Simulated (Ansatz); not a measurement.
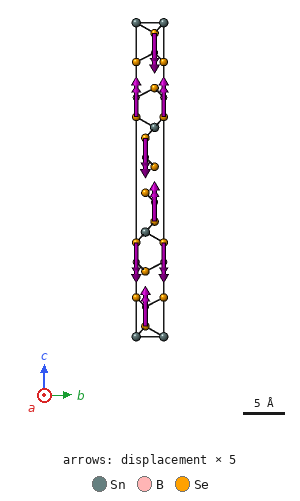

This is a relaxation of solid SnB₂Se₄ (built on the MgIn2Se4-166 type type). The starting structure is drawn; purple arrows show the displacements (the part carried along by the change of the cell is left out), 5 times their true length.

Style: ball-and-stick. Shown: the conventional cell (3 times the calculation's cell), along the a axis. Lengths and directions refer to the drawn axes.

Theory: DFT, PBEsol, plane waves, PAW in Ansatz. Settings: plane-wave cutoff 420 eV; k-point mesh 6 × 6 × 6; occupations fermi dirac; smearing width 0.03 eV; no spin polarisation; cell and atoms relaxed; force threshold 0.01 eV/Å; at most 120 steps.

> Atoms of which element are displaced furthest, and by how much?

Selenium: up to 1.01 Å, against 0.32 Å for boron.

> What happened in the run?

The largest moves relative to the cell, 1.01 Å, are those of Se atoms. Largest moves by element: Se 1.01 Å, B 0.32 Å. Sn stays in place. The volume changes by −23.0 %, with a = b 3.940 → 3.293 Å (−16.4 %), c 38.984 → 42.997 Å (+10.3 %). Near-neighbour distances that change, for instance: Se–Se 3.940 → 3.293 Å, Se–Sn 2.622 → 3.102 Å, B–Se 2.555 → 2.114 Å, B–Se 2.412 → 1.972 Å. Among the angles between lasting bonds that change: Sn–Se–Sn 97.4° → 64.1°, Se–Sn–Se 82.6° → 115.9°, Se–Sn–Se 97.4° → 64.1°. The space group stays R-3m (No. 166). Over 11 accepted moves (12 points after the start) the energy falls by 781 meV per atom. The largest force component goes from 4.2 to 0.0053 eV/Å. The pressure goes from −4.13 to −0.01 GPa. The SCF was repeated once at an unchanged geometry on a basis and grid sized afresh for the cell, which shifted the energy by 0.2 meV per atom at most.
